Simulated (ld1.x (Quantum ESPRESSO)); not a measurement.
# B: generating and testing a TM potential

Do these settings give a usable potential? It is generated, then checked for transferability, scattering, ghosts and hardness.

Method: ld1.x (Quantum ESPRESSO) 7.5, LDA (PW92), scalar-relativistic.

### 1 Starting point

Typed settings, in words:

| Quantity | Value |
| --- | --- |
| element | boron (B, Z = 5) |
| type | norm-conserving Troullier–Martins (Kleinman–Bylander form) |
| frozen core | [He] |
| valence charge | 3 |
| reference configuration | 2s2 2p1 |
| partial waves | 2s (bound): rc 0.96 bohr; 2p (bound): rc 3.58 bohr; 3d channel at -0.05 Ry: rc 3.72 bohr |
| local potential | the d channel |
| core correction | not asked for |

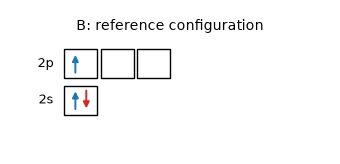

The outer shells as boxes. The arrows follow Hund's rule for the drawing; the calculation itself is spin-unpolarised.

### 2 The generation run

File B.in:

```
 &input
   title='B', zed=5., rel=1, dft='PW', iswitch=3,
   config='[He] 2s2 2p1 3d-2',
   nld=3, rlderiv=4.05, eminld=-3.0, emaxld=5.0, deld=0.02
 /
 &inputp
   pseudotype=2, tm=.true., lloc=2,
   nlcc=.false.,
   file_pseudopw='B.UPF', file_wfcaegen='ae.wfc', file_wfcncgen='nc.wfc', file_beta='beta', file_chi='chi'
 /
3
2S  1  0   2.00   0.00  0.96  0.96  0.0
2P  2  1   1.00   0.00  3.58  3.58  0.0
3D  3  2  -2.00  -0.05  3.72  3.72  0.0
 &test
   configts(1)='2s2 2p1'
 /
```

The run is started by

```console
$ ld1.x < B.in > B.out
```

The output, B.out (without the banner and most projector matrices):

```text
     Program LD1 v.7.5
     --------------------------- All-electron run ----------------------------

     B
     scalar relativistic calculation

     atomic number is  5.00
     dft =PW   lsd =0 sic =0 latt =0  beta=0.20 tr2=1.0E-14
     Exchange-correlation= PW
                           (   1   4   0   0   0   0   0)
     mesh =1059 r(mesh) = 101.04461 a.u. xmin = -7.00 dx = 0.01250
     1 Ry =  13.60569312 eV, c = 137.03599908

     n l     nl                  e(Ry)          e(Ha)          e(eV)
     1 0     1S 1( 2.00)       -13.1320        -6.5660      -178.6696
     2 0     2S 1( 2.00)        -0.6897        -0.3448        -9.3836
     2 1     2P 1( 1.00)        -0.2731        -0.1365        -3.7152

     final scf error:  7.5E-15 reached in  31 iterations

     Etot =     -48.701142 Ry,     -24.350571 Ha,    -662.612798 eV

     Ekin =      48.362378 Ry,      24.181189 Ha,     658.003674 eV
     Encl =    -113.027778 Ry,     -56.513889 Ha,   -1537.821262 eV
     Eh   =      23.011916 Ry,      11.505958 Ha,     313.093071 eV
     Exc  =      -7.047659 Ry,      -3.523829 Ha,     -95.888281 eV

     normalization and overlap integrals

     s(1S/1S) =  1.000000  <r> =   0.3322  <r2> =    0.1500  r(max) =   0.2129
     s(2S/2S) =  1.000000  <r> =   1.9653  <r2> =    4.6701  r(max) =   1.5152
     s(2P/2P) =  1.000000  <r> =   2.2893  <r2> =    6.8038  r(max) =   1.5536

     ------------------------ End of All-electron run ------------------------

     --------------------- Generating NC pseudopotential ---------------------

      Generating local pot.: lloc=2, matching radius rcloc =   3.7200

      Wfc   2S  rcut= 0.966  Using Troullier-Martins method

      Wfc   2P  rcut= 3.545  Using Troullier-Martins method

     ------------------- End of pseudopotential generation -------------------

     [... the all-electron block is printed once more ...]


     Computing logarithmic derivative in   4.04237
     Computing logarithmic derivative in   4.04237
     Computing the partial wave expansion
     R is outside the sphere for l=    0 j= 0.00
     R is outside the sphere for l=    1 j= 0.00
       no projector for channel:   2

     ---------------------- Testing the pseudopotential ----------------------

     B
     scalar relativistic calculation

     atomic number is  5.00   valence charge is  3.00
     dft =PW   lsd =0 sic =0 latt =0  beta=0.20 tr2=1.0E-14
     mesh =1059 r(mesh) = 101.04461 xmin = -7.00 dx = 0.01250

     n l     nl             e AE (Ry)        e PS (Ry)    De AE-PS (Ry)
     1 0     2S   1( 2.00)       -0.68969       -0.68968       -0.00000
     2 1     2P   1( 1.00)       -0.27307       -0.27307        0.00000

     eps = 4.3E-16  iter =  4

     Etot =     -48.701142 Ry,     -24.350571 Ha,    -662.612798 eV
     Etotps =    -5.110475 Ry,      -2.555237 Ha,     -69.531549 eV

     Ekin =       2.290540 Ry,       1.145270 Ha,      31.164379 eV
     Encl =      -9.266347 Ry,      -4.633174 Ha,    -126.075076 eV
     Ehrt =       3.926019 Ry,       1.963009 Ha,      53.416209 eV
     Ecxc =      -1.540495 Ry,      -0.770247 Ha,     -20.959497 eV
     Epseu=      -0.520191 Ry,      -0.260096 Ha,      -7.077564 eV

     ---------------------- End of pseudopotential test ----------------------
```

Wall time 0.94 s (1 thread of Neoverse-V1, shared host). This counts the later configuration tests of the new file too.

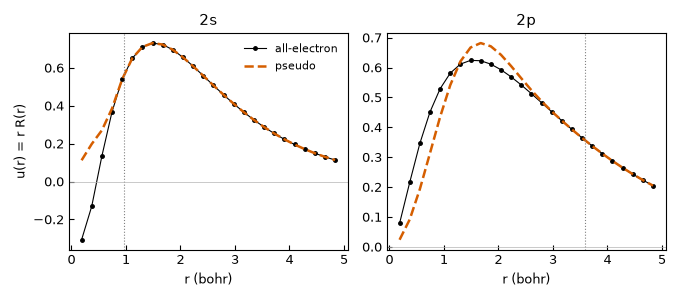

All-electron and pseudo partial waves (2s, 2p), with the matching radii dotted. The curves join 26 sampled radii.

### 3 Transferability test

File B.test.in:

```
 &input
   title='B', zed=5., rel=1, dft='PW', iswitch=2,
   config='[He] 2s2 2p1 3d-2'
 /
 &test
   file_pseudo='B.UPF', nconf=10,
   configts(1)='2s2 2p1',
   configts(2)='2s2 2p0',
   configts(3)='2s1 2p0',
   configts(4)='2s2 2p0.5',
   configts(5)='2s0 2p3',
   configts(6)='2s1 2p2',
   configts(7)='2s2 2p1.3',
   configts(8)='2s1 2p1',
   configts(9)='2s2 2p1', lsdts(9)=1,
   configts(10)='2s1 2p0', lsdts(10)=1
 /
```

The run is started by

```console
$ ld1.x < B.test.in > B.test.out
```

B.test.out, the pseudopotential blocks, each with the warnings that came before it:

```text
     ---------------------- Testing the pseudopotential ----------------------

     B
     scalar relativistic calculation

     atomic number is  5.00   valence charge is  3.00
     dft =PW   lsd =0 sic =0 latt =0  beta=0.20 tr2=1.0E-14
     mesh =1059 r(mesh) = 101.04461 xmin = -7.00 dx = 0.01250

     n l     nl             e AE (Ry)        e PS (Ry)    De AE-PS (Ry)
     1 0     2S   1( 2.00)       -0.68969       -0.68968       -0.00000
     2 1     2P   1( 1.00)       -0.27307       -0.27307        0.00000

     eps = 8.8E-16  iter =  4

     Etot =     -48.701142 Ry,     -24.350571 Ha,    -662.612798 eV
     Etotps =    -5.110475 Ry,      -2.555237 Ha,     -69.531552 eV

     Ekin =       2.290539 Ry,       1.145270 Ha,      31.164375 eV
     Encl =      -9.266347 Ry,      -4.633174 Ha,    -126.075076 eV
     Ehrt =       3.926019 Ry,       1.963009 Ha,      53.416209 eV
     Ecxc =      -1.540495 Ry,      -0.770247 Ha,     -20.959497 eV
     Epseu=      -0.520191 Ry,      -0.260096 Ha,      -7.077563 eV

     ---------------------- End of pseudopotential test ----------------------

     ---------------------- Testing the pseudopotential ----------------------

     B
     [...]
     n l     nl             e AE (Ry)        e PS (Ry)    De AE-PS (Ry)
     1 0     2S   1( 2.00)       -1.42667       -1.41038       -0.01629  !
     2 1     2P   1( 0.00)       -0.98897       -0.95809       -0.03087  !

     eps = 6.8E-15  iter = 14

     Etot =     -48.089534 Ry,     -24.044767 Ha,    -654.291436 eV
     Etotps =    -4.509735 Ry,      -2.254867 Ha,     -61.358064 eV
     dEtot_ae =       0.611609 Ry
     dEtot_ps =       0.600740 Ry,   Delta E=       0.010869 Ry

     [...]
     ---------------------- End of pseudopotential test ----------------------

     Warning: n=1, l=0 expected 0 nodes, found 1
     Warning: n=2, l=1 expected 0 nodes, found 1
     ---------------------- Testing the pseudopotential ----------------------

     B
     [...]
     n l     nl             e AE (Ry)        e PS (Ry)    De AE-PS (Ry)
     1 0     2S   1( 1.00)       -2.30296       -2.27159       -0.03137  !
     2 1     2P   1( 0.00)       -1.87513       -1.79146       -0.08368  !

     eps = 1.1E-16  iter =  7

     Etot =     -46.230166 Ry,     -23.115083 Ha,    -628.993453 eV
     Etotps =    -2.672653 Ry,      -1.336327 Ha,     -36.363299 eV
     dEtot_ae =       2.470976 Ry
     dEtot_ps =       2.437822 Ry,   Delta E=       0.033155 Ry

     [...]
     ---------------------- End of pseudopotential test ----------------------

     ---------------------- Testing the pseudopotential ----------------------

     B
     [...]
     n l     nl             e AE (Ry)        e PS (Ry)    De AE-PS (Ry)
     1 0     2S   1( 2.00)       -1.03283       -1.02898       -0.00386
     2 1     2P   1( 0.50)       -0.60197       -0.59337       -0.00859  !

     eps = 8.1E-15  iter =  8

     Etot =     -48.485037 Ry,     -24.242518 Ha,    -659.672530 eV
     Etotps =    -4.896054 Ry,      -2.448027 Ha,     -66.614207 eV
     dEtot_ae =       0.216106 Ry
     dEtot_ps =       0.214421 Ry,   Delta E=       0.001685 Ry

     [...]
     ---------------------- End of pseudopotential test ----------------------

     ---------------------- Testing the pseudopotential ----------------------

     B
     [...]
     n l     nl             e AE (Ry)        e PS (Ry)    De AE-PS (Ry)
     1 0     2S   1( 0.00)       -0.75241       -0.76813        0.01572  !
     2 1     2P   1( 3.00)       -0.33148       -0.34220        0.01072  !

     eps = 9.2E-15  iter = 11

     Etot =     -47.863337 Ry,     -23.931668 Ha,    -651.213873 eV
     Etotps =    -4.266783 Ry,      -2.133392 Ha,     -58.052544 eV
     dEtot_ae =       0.837806 Ry
     dEtot_ps =       0.843692 Ry,   Delta E=      -0.005886 Ry

     [...]
     ---------------------- End of pseudopotential test ----------------------

     ---------------------- Testing the pseudopotential ----------------------

     B
     [...]
     n l     nl             e AE (Ry)        e PS (Ry)    De AE-PS (Ry)
     1 0     2S   1( 1.00)       -0.72369       -0.73228        0.00859  !
     2 1     2P   1( 2.00)       -0.30472       -0.31017        0.00545  !

     eps = 2.5E-17  iter = 10

     Etot =     -48.283311 Ry,     -24.141656 Ha,    -656.927918 eV
     Etotps =    -4.690997 Ry,      -2.345499 Ha,     -63.824266 eV
     dEtot_ae =       0.417831 Ry
     dEtot_ps =       0.419478 Ry,   Delta E=      -0.001647 Ry

     [...]
     ---------------------- End of pseudopotential test ----------------------

     ---------------------- Testing the pseudopotential ----------------------

     B
     [...]
     n l     nl             e AE (Ry)        e PS (Ry)    De AE-PS (Ry)
     1 0     2S   1( 2.00)       -0.51493       -0.51468       -0.00025
     2 1     2P   1( 1.30)       -0.10955       -0.11042        0.00087

     eps = 5.4E-15  iter =  8

     Etot =     -48.757804 Ry,     -24.378902 Ha,    -663.383713 eV
     Etotps =    -5.167326 Ry,      -2.583663 Ha,     -70.305046 eV
     dEtot_ae =      -0.056661 Ry
     dEtot_ps =      -0.056851 Ry,   Delta E=       0.000190 Ry

     [...]
     ---------------------- End of pseudopotential test ----------------------

     ---------------------- Testing the pseudopotential ----------------------

     B
     [...]
     n l     nl             e AE (Ry)        e PS (Ry)    De AE-PS (Ry)
     1 0     2S   1( 1.00)       -1.43250       -1.44212        0.00962  !
     2 1     2P   1( 1.00)       -0.99477       -0.98819       -0.00658  !

     eps = 1.8E-15  iter =  9

     Etot =     -47.651832 Ry,     -23.825916 Ha,    -648.336199 eV
     Etotps =    -4.056580 Ry,      -2.028290 Ha,     -55.192588 eV
     dEtot_ae =       1.049311 Ry
     dEtot_ps =       1.053894 Ry,   Delta E=      -0.004584 Ry

     [...]
     ---------------------- End of pseudopotential test ----------------------

     ---------------------- Testing the pseudopotential ----------------------

     B
     [...]
     n l     nl             e AE (Ry)        e PS (Ry)    De AE-PS (Ry)
     1 0     2S   1( 1.00)       -0.72065       -0.72292        0.00227
     2 1     2P   1( 1.00)       -0.30103       -0.30259        0.00155
     1 0     2S   2( 1.00)       -0.63820       -0.63541       -0.00280
     2 1     2P   2( 0.00)       -0.22693       -0.22545       -0.00147

     eps = 3.9E-16  iter =  9

     Etot =     -48.719658 Ry,     -24.359829 Ha,    -662.864716 eV
     Etotps =    -5.129720 Ry,      -2.564860 Ha,     -69.793391 eV
     dEtot_ae =      -0.018516 Ry
     dEtot_ps =      -0.019245 Ry,   Delta E=       0.000729 Ry

     [...]
     ---------------------- End of pseudopotential test ----------------------

     ---------------------- Testing the pseudopotential ----------------------

     B
     [...]
     n l     nl             e AE (Ry)        e PS (Ry)    De AE-PS (Ry)
     1 0     2S   1( 1.00)       -2.37911       -2.35300       -0.02611  !
     2 1     2P   1( 0.00)       -1.94698       -1.86851       -0.07847  !
     1 0     2S   2( 0.00)       -2.11428       -2.00677       -0.10751  !
     2 1     2P   2( 0.00)       -1.70022       -1.54292       -0.15730  !

     eps = 3.4E-15  iter =  7

     Etot =     -46.284461 Ry,     -23.142231 Ha,    -629.732174 eV
     Etotps =    -2.732612 Ry,      -1.366306 Ha,     -37.179086 eV
     dEtot_ae =       2.416681 Ry
     dEtot_ps =       2.377862 Ry,   Delta E=       0.038819 Ry

     [...]
     ---------------------- End of pseudopotential test ----------------------
```

Energies count from the reference configuration 2s2 2p1; the error is all-electron less pseudo. Spin-polarised rows fill open shells by Hund's rule and count from the unpolarised reference. A star marks tests that logged a warning.

```csv
valence configuration,charge,ΔE all-electron (eV),error AE − PS (meV)
2s2 2p0,+1,8.321,+148
2s1 2p0 *,+2,33.619,+451
2s2 2p0.5,+0.5,2.940,+23
2s0 2p3,0,11.399,-80
2s1 2p2,0,5.685,-22
2s2 2p1.3,-0.3,-0.771,+2.6
2s1 2p1,+1,14.277,-62
2s2 2p1 (spin-polarised),0,-0.252,+9.9
2s1 2p0 (spin-polarised),+2,32.881,+528
```

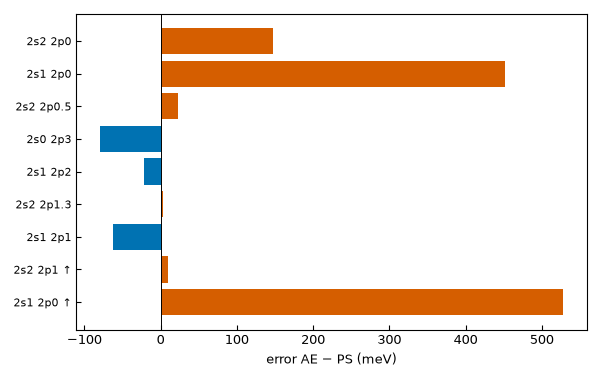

Error of the potential in each test configuration; ↑ marks spin-polarised tests.

### 4 Logarithmic derivatives

Taken from the files of the generation run. The phase is arctan(r·u′/u) with u = r·R, unwrapped, with energies in Ry. A pole is an energy at which the radial function vanishes at the test radius. The pseudo phase is shifted by a multiple of π to meet the all-electron one at the reference energy. Levels narrower than the energy grid can be missing from the poles. The last column is the largest difference on the grid between −1 and +1 Ry.

| channel | radius (bohr) | reference (Ry) | poles AE | poles PS | window around the reference with phases within 0.05 rad (Ry) | largest difference near zero (rad) |
| --- | --- | --- | --- | --- | --- | --- |
| s | 4.04 | -0.69 | -0.62, 1.61 | -0.62, 1.60 | below 2.8 | 0.030 |
| p | 4.04 | -0.27 | -0.16, 1.72, 4.90 | -0.16, 1.93 | below 0.4 | 0.182 |
| d | 4.04 | -0.05 | 1.25, 3.83 | 1.27, 4.13 | below 1.9 | 0.010 |

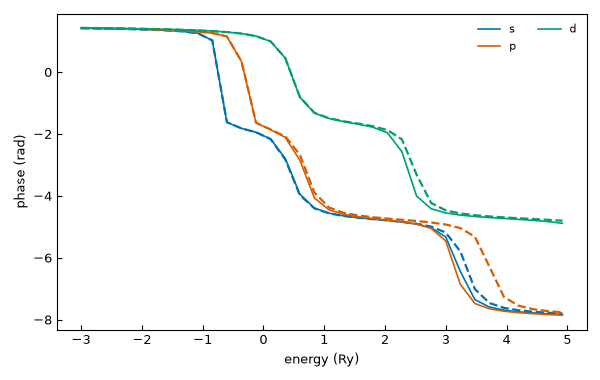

All-electron (solid) and pseudo (dashed) phases against energy.

### 5 Plane-wave convergence, by spherical Bessel functions

This step uses the generator's waves and projectors in a separate script. Basis: spherical Bessel functions vanishing at 20 bohr, q² up to the cutoff; potential fixed at the reference.

All-electron valence levels (Ry): 2s -0.6897, 2p -0.2731. The lowest levels of each channel (Ry) by cutoff; the last column sums, over occupied levels, occupation times the distance from the level at 400 Ry. A positive value at high cutoff is not a bound level.

| cutoff (Ry) | s #1 | s #2 | p #1 | d #1 | f #1 | Σ f·Δε (mRy) |
| --- | --- | --- | --- | --- | --- | --- |
| 8 | -0.7096 | -0.0128 | -0.2614 | 0.0680 | 0.1140 | 51.6 |
| 21 | -0.7205 | -0.0204 | -0.2731 | 0.0680 | 0.1140 | 61.7 |
| 40 | -0.7396 | -0.1109 | -0.2731 | 0.0680 | 0.1140 | 99.8 |
| 70 | -2.9932 | -0.6864 | -0.2731 | 0.0680 | 0.1140 | 6.5 |
| 110 | -3.3858 | -0.6883 | -0.2731 | 0.0680 | 0.1140 | 2.7 |
| 160 | -3.7027 | -0.6895 | -0.2731 | 0.0680 | 0.1140 | 0.4 |
| 200 | -3.7307 | -0.6896 | -0.2731 | 0.0680 | 0.1140 | 0.2 |
| 400 | -3.7702 | -0.6897 | -0.2731 | 0.0680 | 0.1140 | 0.0 |

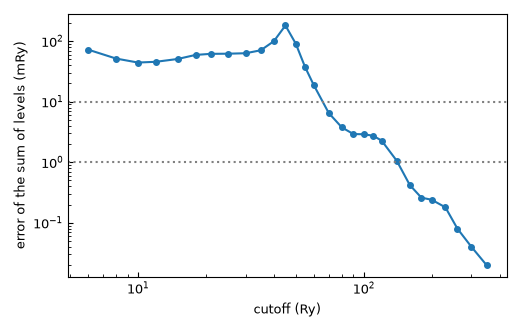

Occupation-weighted error of the valence levels against the cutoff; the dotted lines mark 10 and 1 mRy.

The sum stays within 10 mRy from 70 Ry and within 1 mRy from 160 Ry. The sum leaves out empty levels, which can need more. Ghost test: ghost state, bound below the all-electron valence or empty levels of the same l: s at -51.3 eV.

### 6 Results

```
                                                quantity                                               value
               cutoffs for 10 and 1 mRy, occupied levels                                    70 Ry and 160 Ry
                                            bound ghosts                                      s at -51.30 eV
         largest test error (AE − PS), unpolarised tests  +451 meV, for 2s1 2p0 (this test logged a warning)
largest phase difference near zero energy, channels read                                           0.182 rad
```

In words: A bound ghost (s) makes it unfit for use: electrons can fall into a state that the atom doesn't have. The worst unpolarised test, 2s1 2p0, is off by 451 meV on 33.6 eV; by total energies transferability rates as poor. It counts as of middling hardness, with 70 Ry needed at the looser tolerance. The slowest occupied level is 2s: taken alone it needs 140 Ry to come within 1 mRy, against 12 Ry for 2p. Near zero energy the largest phase difference among the channels read is 0.18 rad, in the p channel. These are tests on the free atom; a crystal test is still owed.
